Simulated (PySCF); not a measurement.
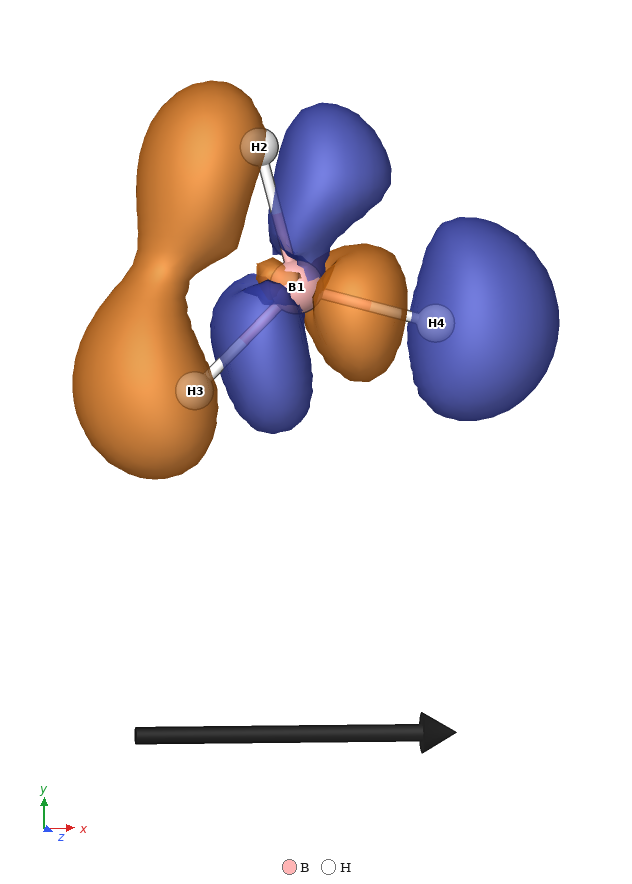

Figure. BH₃, SMILES `B`. Change of the electron density in a uniform field of 0.21 V/Å along +x (arrow), surfaces at ±0.0015 e/Å³ (orange: gain, blue: loss).

PySCF calculation, B3LYP/def2-SVPD, gas phase; geometry: GFN2-xTB. No frequency check shows the geometry to be a minimum.

### What dipole is induced, and what polarisability does it imply?

The induced dipole is 0.19 D (along the field); α along this axis, from the fields in both directions, is 18 bohr³ (2.7 Å³).

### Which atoms gain and lose the most charge?

Electrons gather most on H3 (Hirshfeld charge changes by −0.006 e) and leave H4 most (+0.008 e); 0.020 electrons are displaced in all.
